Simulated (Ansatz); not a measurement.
# InPH6 (SMILES [PH3+][InH3-]): MP2/def2-SVP (core potential)

Aim: the vertical ionisation energy of InPH6 at MP2/def2-SVP (core potential), from 2 runs. 

The results are computed with Ansatz 0.2.0.

50 further runs of the same task are left out: 3 that didn't finish, 47 set aside as unsound or not needed.

### 1 Starting point

The species is InPH6 (8 atoms), meant as a singlet with charge 0. SMILES: `[PH3+][InH3-]`. The shape is that of a PBE0-D4/def2-TZVP optimisation.

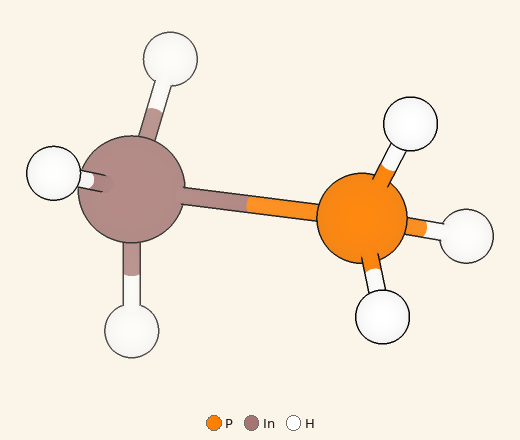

Viewed from a chosen angle; phosphorus orange, indium brown, hydrogen white.

### 2 A single-point energy at MP2/def2-SVP (core potential)

input.yaml

```yaml
basis:
  gaussian:
    orbitals: def2-SVP
crystal:
  periodic: [false, false, false]
  atoms:
    - symbol: P
      position_ang: [-0.593300, 0.062600, -1.026600]
    - symbol: In
      position_ang: [0.822000, -0.099900, 1.362800]
    - symbol: H
      position_ang: [-1.997500, -0.077200, -1.021800]
    - symbol: H
      position_ang: [-0.318900, -0.855700, -2.062100]
    - symbol: H
      position_ang: [-0.526800, 1.240500, -1.800800]
    - symbol: H
      position_ang: [0.023300, 1.240800, 2.111900]
    - symbol: H
      position_ang: [2.376100, 0.140700, 0.638900]
    - symbol: H
      position_ang: [0.307400, -1.708800, 1.741800]
accuracy: high
total_charge: 0
correlation:
  method: mp2
  frozen_orbitals: {H: 0, In: 4, P: 5}
```

The run is started by

```sh
$ ansatz run input.yaml --threads 1 --pin off --max-ram 3480MiB --events-out events.jsonl --progress --plain --runs-dir runs
```

Log:

```text
Warning: RAYON_NUM_THREADS=1 ignored (pool sized by the plan → 1); use --threads N
Functional definition: HF
  name "HF"
  exchange = exact_x
  correlation = 0
1767 factors; integrals over basis functions are off by at most 4.0e-9 eV
mean field evaluation 1: about -14510.1887 eV, gradient 1.3e1 eV
mean field evaluation 2: about -14510.2462 eV, gradient 1.3e1 eV
mean field evaluation 4: about -14511.2579 eV, gradient 8.6e-1 eV
mean field evaluation 8: about -14511.2620 eV, gradient 6.2e-4 eV
mean field -14511.26196102 eV, -533.2790409807 hartree, gradient 2.1e-8 eV, S^2 0.000000; 0 other end points of the search recorded, 0 dependent functions left out
9 core orbitals not correlated: weight in the atoms' cores, before any rotation towards them, 1.000 or more for the frozen orbitals, at most 0.000 for the correlated occupied ones
reference -14511.26196102 eV, -533.2790409807 hartree; 12, 12 occupied and 53, 53 virtual orbitals, 1767 factors
second order -6.56190501 eV of doubles, -0.00000000 eV of singles
Total energy: -14517.82386603 eV, -533.5201865422 hartree
```

Wall time 2 s (1 thread of Intel Xeon Platinum 8488C (Sapphire Rapids), shared host); peak memory 0.2 GiB.

### 3 The doublet cation

run.yaml

```yaml
basis:
  gaussian:
    orbitals: def2-SVP
crystal:
  periodic: [false, false, false]
  atoms:
    - {symbol: P, position_ang: [-0.593300, 0.062600, -1.026600]}
    - {symbol: In, position_ang: [0.822000, -0.099900, 1.362800]}
    - {symbol: H, position_ang: [-1.997500, -0.077200, -1.021800]}
    - {symbol: H, position_ang: [-0.318900, -0.855700, -2.062100]}
    - {symbol: H, position_ang: [-0.526800, 1.240500, -1.800800]}
    - {symbol: H, position_ang: [0.023300, 1.240800, 2.111900]}
    - {symbol: H, position_ang: [2.376100, 0.140700, 0.638900]}
    - {symbol: H, position_ang: [0.307400, -1.708800, 1.741800]}
accuracy: high
total_charge: 1
magnetization:
  spin_polarized: true
  initial_magnetization: 1
correlation:
  method: mp2
  frozen_orbitals: {H: 0, In: 4, P: 5}
```

The run is started by

```sh
$ ansatz run run.yaml --threads 1 --pin off --max-ram 3480MiB --events-out events.jsonl --progress --plain --runs-dir runs
```

Log (excerpt; [...] marks lines left out):

```text
Warning: RAYON_NUM_THREADS=1 ignored (pool sized by the plan → 1); use --threads N
[... 2 set-up lines as earlier in the session ...]
[...]
1767 factors; integrals over basis functions are off by at most 4.0e-9 eV
[...]
mean field -14502.10438422 eV, -532.9425062408 hartree, gradient 2.1e-8 eV, S^2 0.773865; 5 other end points of the search recorded, 0 dependent functions left out
9 core orbitals not correlated: weight in the atoms' cores, before any rotation towards them, 1.000 or more for the frozen orbitals, at most 0.000 for the correlated occupied ones
reference -14502.10438422 eV, -532.9425062408 hartree; 12, 11 occupied and 53, 54 virtual orbitals, 1767 factors
second order -6.00047281 eV of doubles, -0.00000000 eV of singles
Total energy: -14508.10485704 eV, -533.1630195494 hartree
```

Wall time 7.8 s (1 thread of Intel Xeon Platinum 8488C (Sapphire Rapids), shared host); peak memory 0.25 GiB.

### 4 Outcome

Level: MP2/def2-SVP (core potential), 9 core orbitals frozen.

| quantity | value |
| --- | --- |
| singlet InPH6: total energy | -533.52019 Eh |
| singlet InPH6: correlation energy (9 core orbitals frozen) | -241.1 mEh |
| doublet cation: total energy | -533.16302 Eh |
| doublet cation: correlation energy (9 core orbitals frozen) | -220.5 mEh |
| doublet cation: ⟨S²⟩ of the reference determinant | 0.774 |
| vertical ionisation energy (to the doublet cation) | 9.719 eV |

In words: The vertical ionisation energy comes to 9.72 eV (224 kcal/mol).
